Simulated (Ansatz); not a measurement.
```xyz
9

C    -0.6997    0.5561    1.6451
F    -1.7028    2.5030    0.0091
N    -1.9278   -0.1561   -1.1191
Si   -1.9415    0.8209    0.2119
H    -0.8442    1.2986    2.4500
H     0.3394    0.6522    1.2847
H    -0.8071   -0.4515    2.0800
H    -3.3103    0.8384    0.8566
H    -1.0178   -0.3721   -1.5280
```

Geometry: r2SCAN-D4/def2-SVPD.

All numbers below come from isolated molecule in a Gaussian basis; Kohn-Sham density functional theory, functional PBE0 in Ansatz.

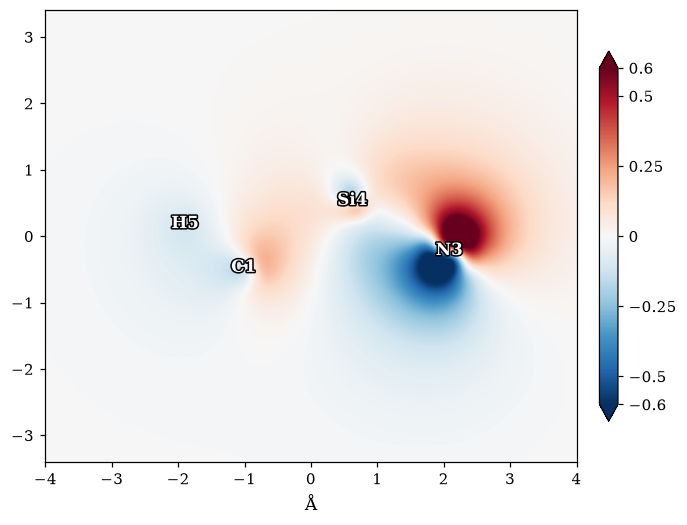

CH5FNSi (charge −1). The HOMO on the plane of atoms C1, Si4 and N3 (values in Å⁻³ᐟ²; the overall sign is arbitrary).

Q: Where does this orbital lie, and at what energy?

A: It lies mainly on N3 (about 70 %), Si4 (about 20 %) and H9 (about 5 %). Its energy is −0.80 eV.
